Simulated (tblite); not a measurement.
## C$_{5}$H$_{9}$GeNS: geometry relaxation (part 1 of 2)

C$_{5}$H$_{9}$GeNS, computed with GFN2-xTB geometry optimisation, gas phase (tblite 0.8.0).

It belongs to a series of runs on one base structure; here: H on C replaced by CH=NH.

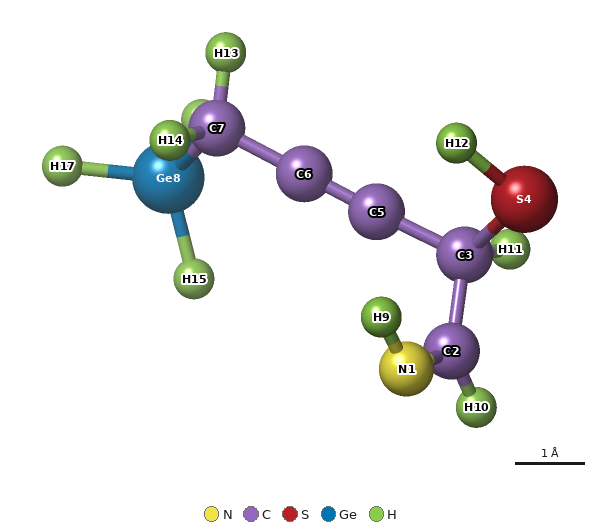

Fig. 1: The structure as given in the input (ball-and-stick view, seen at a tilt; atoms are numbered from 1 in the order of the input). Sticks mark near contacts.

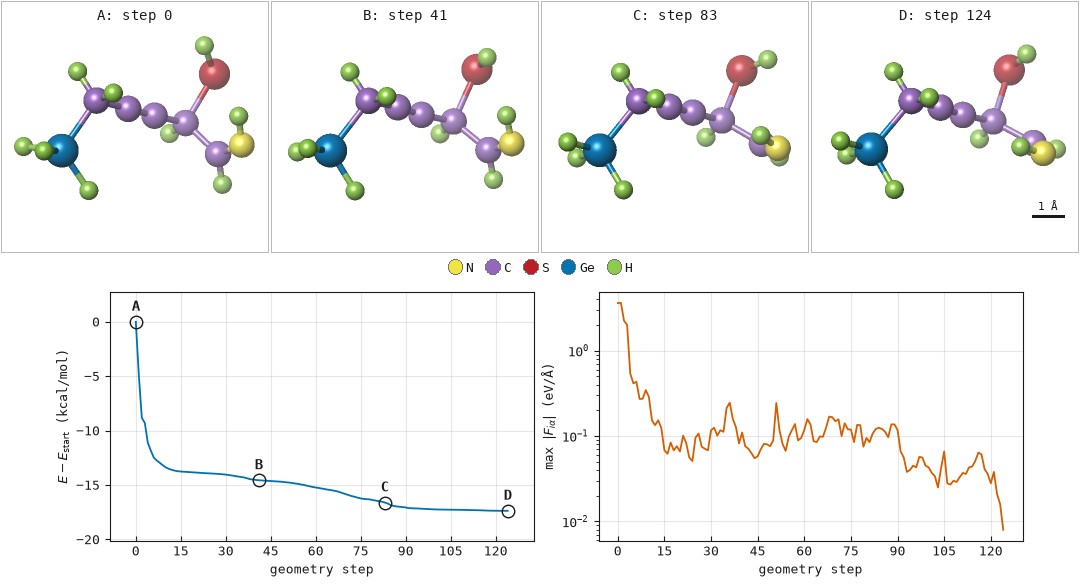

Fig. 2: Frames of the relaxation (ball-and-stick view, seen at a tilt) above the curves, on which the letters mark them (steps are counted from 0).

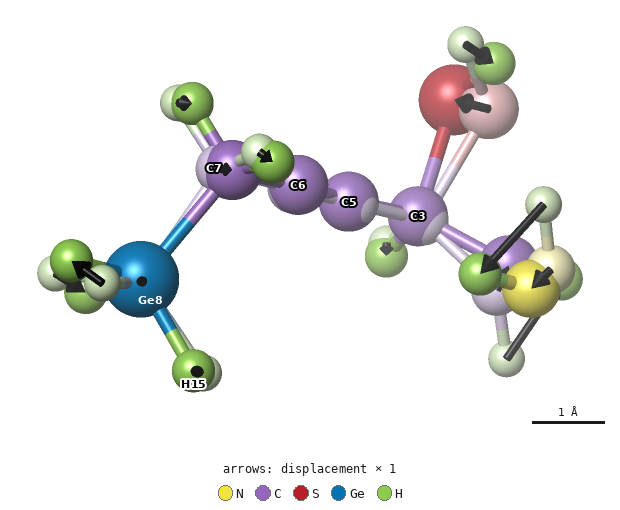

Fig. 3: Start (faint) and end (solid) with the displacements as black arrows, at true length (ball-and-stick view, seen at a tilt). The two geometries are laid on each other by the best rigid fit. Over 124 geometry steps the energy falls by 17.4 kcal/mol. The largest force component goes from 3.6 to 0.008 eV/Å. H10 moves most after the best rigid fit: 1.38 Å. By element the largest moves are H 1.38 Å, S 0.64 Å, N 0.40 Å, C 0.39 Å, Ge 0.11 Å. Distances before and after: S4–H12 1.436 → 1.333 Å, Ge8–H17 1.566 → 1.496 Å, C7–Ge8 1.926 → 1.985 Å, N1–C2 1.302 → 1.250 Å. Among the angles that change: C3–S4–H12 104.5° → 95.7°, N1–C2–C3 119.4° → 127.9°, C3–C2–H10 122.8° → 114.5°. (Atoms are counted from 1 in the order of the input.)

These pictures come from the run below.

## The input
```
{"job": {"kind": "relax", "xc": "GFN2-xTB", "basis": "xTB"}, "charge": 0, "multiplicity": 1}
N     -2.769900     0.430900     1.585100
C     -2.566100     0.978300     0.422000
C     -1.873800     0.202000    -0.635800
S     -2.887000    -1.302000    -0.907500
C     -0.522900    -0.149100    -0.201200
C      0.607200    -0.457400     0.132700
C      1.968500    -0.834100     0.539500
Ge     3.031000     0.772000     0.521100
H     -2.475200    -0.538300     1.766900
H     -2.890800     1.989900     0.280700
H     -1.849000     0.757600    -1.612100
H     -2.124400    -2.361200    -0.309400
H      2.378300    -1.631100    -0.126200
H      1.933800    -1.300900     1.567200
H      2.170800     1.977300     0.943400
H      3.669600     0.937500    -0.872100
H      4.192800     0.540600     1.545100
```

The first line tells a small driver script what to run in tblite; the rest is the geometry in Å.

Launch command:
```bash
OMP_NUM_THREADS=1 python <driver script> task.json out
```

## Output
```
step      E/eV     max force
  0    -632.54570    4.280
  1    -632.75764    4.015
  2    -632.92793    2.317
  3    -632.94913    2.369
  4    -633.02765    0.617
  5    -633.05876    0.446
  6    -633.08706    0.541
  7    -633.09845    0.283
  8    -633.10778    0.303
  9    -633.11769    0.352
 10    -633.12600    0.295
 11    -633.13163    0.203
 12    -633.13568    0.158
 13    -633.13906    0.166
 14    -633.14128    0.126
 15    -633.14245    0.080
 16    -633.14326    0.079
 17    -633.14406    0.093
 18    -633.14488    0.090
 19    -633.14565    0.083
 20    -633.14642    0.077
 21    -633.14727    0.117
 22    -633.14816    0.098
 23    -633.14892    0.073
 24    -633.14953    0.055
 25    -633.15011    0.102
 26    -633.15078    0.115
 27    -633.15159    0.086
 28    -633.15253    0.102
 29    -633.15354    0.084
 30    -633.15474    0.131
 31    -633.15632    0.140
 32    -633.15820    0.121
 33    -633.16017    0.153
 34    -633.16225    0.133
 35    -633.16382    0.230
 36    -633.16588    0.279
 37    -633.16893    0.173
 38    -633.17272    0.164
 39    -633.17433    0.109
 40    -633.17608    0.133
 41    -633.17720    0.090
 42    -633.17801    0.081
 43    -633.17875    0.072
 44    -633.17951    0.063
 45    -633.18027    0.073
 46    -633.18114    0.070
 47    -633.18192    0.083
 48    -633.18271    0.087
 49    -633.18376    0.100
 50    -633.18530    0.104
 51    -633.18615    0.254
 52    -633.18815    0.125
 53    -633.18989    0.112
 54    -633.19140    0.079
 55    -633.19415    0.109
 56    -633.19577    0.152
 57    -633.19885    0.173
 58    -633.20150    0.111
 59    -633.20397    0.110
 60    -633.20613    0.123
 61    -633.20799    0.159
 62    -633.21024    0.138
 63    -633.21234    0.089
 64    -633.21469    0.092
 65    -633.21638    0.106
 66    -633.21867    0.132
 67    -633.22103    0.159
 68    -633.22459    0.175
 69    -633.22855    0.175
 70    -633.23254    0.174
 71    -633.23654    0.192
 72    -633.24043    0.105
 73    -633.24318    0.147
 74    -633.24673    0.125
 75    -633.24965    0.132
 76    -633.25147    0.095
 77    -633.25276    0.143
 78    -633.25326    0.167
 79    -633.25624    0.088
 80    -633.25829    0.100
 81    -633.26059    0.089
 82    -633.26242    0.108
 83    -633.26594    0.139
 84    -633.26988    0.148
 85    -633.27650    0.146
 86    -633.27971    0.116
 87    -633.28166    0.107
 88    -633.28283    0.137
 89    -633.28424    0.159
 90    -633.28571    0.129
 91    -633.28829    0.069
 92    -633.28878    0.058
 93    -633.28937    0.043
 94    -633.28970    0.047
 95    -633.29039    0.050
 96    -633.29108    0.058
 97    -633.29176    0.066
 98    -633.29236    0.063
 99    -633.29297    0.052
100    -633.29348    0.048
101    -633.29381    0.039
102    -633.29401    0.037
103    -633.29419    0.033
104    -633.29438    0.045
105    -633.29452    0.072
106    -633.29470    0.031
107    -633.29491    0.036
108    -633.29509    0.043
109    -633.29531    0.040
110    -633.29561    0.047
111    -633.29592    0.041
112    -633.29620    0.043
113    -633.29644    0.049
114    -633.29671    0.053
115    -633.29708    0.075
116    -633.29753    0.094
117    -633.29797    0.085
118    -633.29834    0.060
119    -633.29861    0.040
120    -633.29878    0.036
121    -633.29889    0.042
122    -633.29897    0.027
123    -633.29902    0.021
124    -633.29905    0.009
```

## Trajectory as extended XYZ (Å, eV, eV/Å), 13 of the 125 frames kept, from step=0 to step=124
```
17
Properties=species:S:1:pos:R:3:forces:R:3 step=0 energy=-632.54570
N    -2.7699    0.4309    1.5851   -0.0680   1.8580  -1.7190
C    -2.5661    0.9783    0.4220   -0.1170  -2.3010   3.6070
C    -1.8738    0.2020   -0.6358    1.0730   0.3830  -0.8720
S    -2.8870   -1.3020   -0.9075    0.2250  -1.7080   0.0000
C    -0.5229   -0.1491   -0.2012    1.3060  -0.2210   0.0920
C     0.6072   -0.4574    0.1327   -1.0270  -0.1780  -0.3190
C     1.9685   -0.8341    0.5395   -1.2100  -1.2250   0.3170
Ge    3.0310    0.7720    0.5211    1.1670   0.7660   0.2900
H    -2.4752   -0.5383    1.7669    0.0320   0.5180  -0.6190
H    -2.8908    1.9899    0.2807   -0.0730   0.1580  -0.0550
H    -1.8490    0.7576   -1.6121    0.0380  -0.5240   0.5890
H    -2.1244   -2.3612   -0.3094   -0.5780   1.4090  -0.5450
H     2.3783   -1.6311   -0.1262   -0.3550   0.5750   0.2600
H     1.9338   -1.3009    1.5672   -0.0750   0.5050  -0.8090
H     2.1708    1.9773    0.9434    0.4590  -0.4430  -0.2390
H     3.6696    0.9375   -0.8721   -0.2940   0.1340   0.5410
H     4.1928    0.5406    1.5451   -0.5030   0.2940  -0.5200
17
Properties=species:S:1:pos:R:3:forces:R:3 step=10 energy=-633.12600
N    -2.7918    0.4819    1.6346    0.0310   0.1930  -0.2210
C    -2.5424    0.9256    0.4901   -0.0340  -0.1590   0.2160
C    -1.8555    0.1585   -0.6240    0.0330   0.1090  -0.0200
S    -2.8611   -1.3612   -1.0048    0.0170  -0.1500  -0.0620
C    -0.5007   -0.1696   -0.2602   -0.2880  -0.0210  -0.0190
C     0.5734   -0.5389    0.1257    0.2060  -0.0340   0.0580
C     1.9126   -0.8581    0.5449   -0.0420   0.0430  -0.0540
Ge    3.0641    0.7547    0.5390    0.0530   0.0770   0.0310
H    -2.4910   -0.4817    1.7751   -0.0070  -0.0450   0.1280
H    -2.8546    1.9419    0.2621    0.0550  -0.0760   0.0250
H    -1.8646    0.7147   -1.5570   -0.0380   0.1810  -0.1680
H    -2.1106   -2.2210   -0.3172   -0.0170   0.0150   0.0390
H     2.3358   -1.5990   -0.1344    0.0260  -0.1160   0.0360
H     1.8879   -1.2717    1.5534   -0.0160  -0.0930   0.0380
H     2.2593    1.9496    0.9131    0.0040   0.0640   0.0380
H     3.6438    0.9902   -0.8145    0.0140   0.0170  -0.0400
H     4.1884    0.5962    1.5137    0.0040  -0.0040  -0.0260
17
Properties=species:S:1:pos:R:3:forces:R:3 step=21 energy=-633.14727
N    -2.7820    0.4911    1.6414   -0.0390  -0.0450   0.1010
C    -2.5400    0.8995    0.4880    0.0310   0.0230  -0.0140
C    -1.8608    0.1543   -0.6459   -0.0150   0.0120  -0.0430
S    -2.8217   -1.3887   -1.0715    0.0130   0.0300  -0.0200
C    -0.5088   -0.1807   -0.2831    0.0600  -0.0120   0.0520
C     0.5730   -0.5322    0.1050   -0.0500  -0.0080  -0.0100
C     1.9037   -0.8578    0.5435    0.0510  -0.0110   0.0180
Ge    3.0612    0.7620    0.5400    0.0090  -0.0010  -0.0090
H    -2.5079   -0.4705    1.8458    0.0140   0.0230  -0.0480
H    -2.8337    1.9222    0.2642   -0.0010  -0.0360  -0.0200
H    -1.8768    0.7484   -1.5614   -0.0350   0.0030  -0.0480
H    -2.1284   -2.2050   -0.2804   -0.0260  -0.0070   0.0390
H     2.3335   -1.6189   -0.1126    0.0130   0.0150  -0.0210
H     1.8649   -1.2788    1.5522   -0.0310   0.0450   0.0050
H     2.2810    1.9707    0.9374    0.0040  -0.0170   0.0080
H     3.6375    1.0042   -0.8175   -0.0280   0.0080  -0.0060
H     4.1983    0.5922    1.4947    0.0300  -0.0210   0.0140
17
Properties=species:S:1:pos:R:3:forces:R:3 step=31 energy=-633.15632
N    -2.7742    0.4672    1.6320   -0.0490  -0.0390   0.1250
C    -2.5433    0.8782    0.4773    0.0030   0.0270   0.0210
C    -1.8530    0.1576   -0.6611   -0.0300  -0.0740  -0.0820
S    -2.7646   -1.4023   -1.1330   -0.0030   0.0490   0.0320
C    -0.4943   -0.1495   -0.2958    0.0530  -0.0460  -0.0220
C     0.5858   -0.5235    0.0766   -0.0210   0.0450   0.0110
C     1.9083   -0.8407    0.5468    0.0200  -0.0450   0.0320
Ge    3.0811    0.7618    0.5456   -0.0550  -0.0220  -0.0380
H    -2.4846   -0.4883    1.8406    0.0200  -0.0020  -0.0570
H    -2.8482    1.8973    0.2570   -0.0380  -0.0010  -0.0110
H    -1.9029    0.7590   -1.5697    0.0700   0.0110  -0.0640
H    -2.2414   -2.1778   -0.1838   -0.0160   0.0300   0.0310
H     2.3565   -1.6160   -0.0797   -0.0330  -0.0090  -0.0150
H     1.8366   -1.2351    1.5641    0.0000  -0.0030   0.0120
H     2.3065    1.9539    0.9918    0.0240   0.0410   0.0390
H     3.5853    1.0266   -0.8357    0.0320   0.0200   0.0240
H     4.2393    0.5436    1.4666    0.0220   0.0190  -0.0370
```
